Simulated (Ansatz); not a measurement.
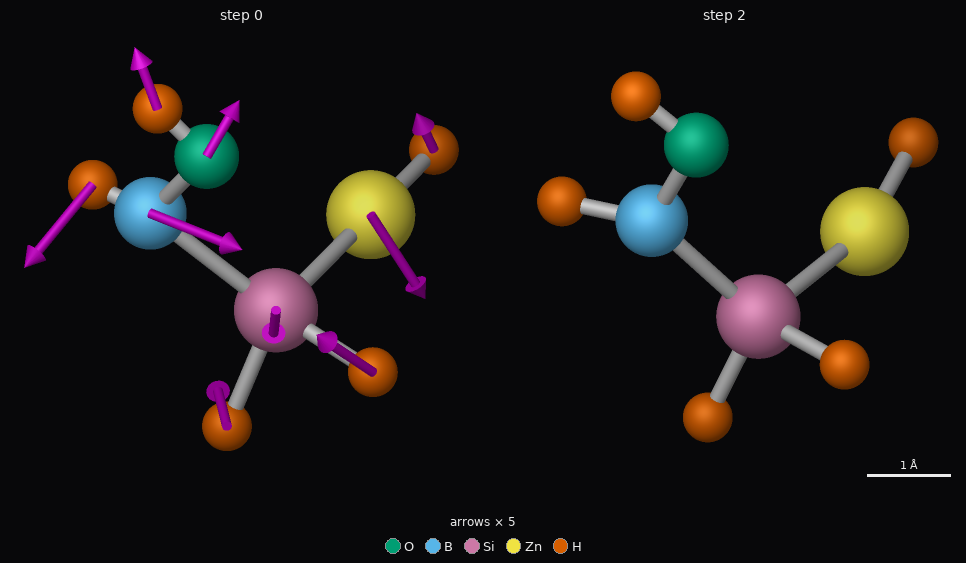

The structure of ZnBSiH$_{5}$O (charge −1, multiplicity 2) before (left) and after (right) a relaxation, at one scale. The purple arrows give the displacements, magnified 5 times.

Style: ball-and-stick. Shown from a free direction.

Level of theory: UKS CAM-B3LYP-d3bj/def2-mTZVP (Ansatz).

Input file:
```yaml
crystal:
  periodic: [false, false, false]
  atoms:
    - {symbol: O, position_ang: [0.535159, 0.929504, -1.905668]}
    - {symbol: B, position_ang: [0.930068, 1.080500, -0.469641]}
    - {symbol: Si, position_ang: [0.518623, -0.785863, 0.232788]}
    - {symbol: Zn, position_ang: [-1.697067, -0.811015, 1.168846]}
    - {symbol: H, position_ang: [0.582840, 1.739899, -2.152661]}
    - {symbol: H, position_ang: [0.962262, 1.856093, -0.104993]}
    - {symbol: H, position_ang: [1.588124, -1.194813, 1.379042]}
    - {symbol: H, position_ang: [0.575025, -2.195017, -0.310301]}
    - {symbol: H, position_ang: [-3.226859, -0.813535, 1.881444]}
basis:
  gaussian: {orbitals: def2-mTZVP}
total_charge: -1
magnetization: {spin_polarized: true, initial_magnetization: 1}
hamiltonian: {xc: {name: CAM-B3LYP}, dispersion: d3bj}
relax: {f_tol: 0.0001, max_steps: 3}
```

Run as
```bash
ansatz run in.yaml --threads 4 --pin off --events-out ev --progress --plain --max-ram 10444MiB
```

**What changed between the two?**

The relaxation stopped without meeting its thresholds, so the last structure isn't shown to be converged. The input was poor on purpose: steps. After 2 geometry steps the energy has fallen by 371.0 kJ/mol. The largest force component goes from 21 to 1.1 eV/Å. The largest move after the best rigid fit is that of Zn4, 0.27 Å. Largest moves by element: Zn 0.27 Å, H 0.27 Å, B 0.27 Å, Si 0.17 Å, O 0.16 Å. Among the contacts that change: B2–H6 0.858 → 1.183 Å, Si3–H7 1.620 → 1.499 Å, O1–H5 0.849 → 0.966 Å, B2–Si3 2.036 → 1.978 Å. Among the angles between lasting bonds that change: B2–Si3–H8 136.3° → 111.7°, O1–B2–Si3 100.7° → 117.6°, Si3–Zn4–H9 177.9° → 163.0°. Cost: 13 s on 4 threads of Arm Neoverse V1, with other jobs on the host.

Limits of the set-up: the basis has no diffuse functions, which an anion needs.
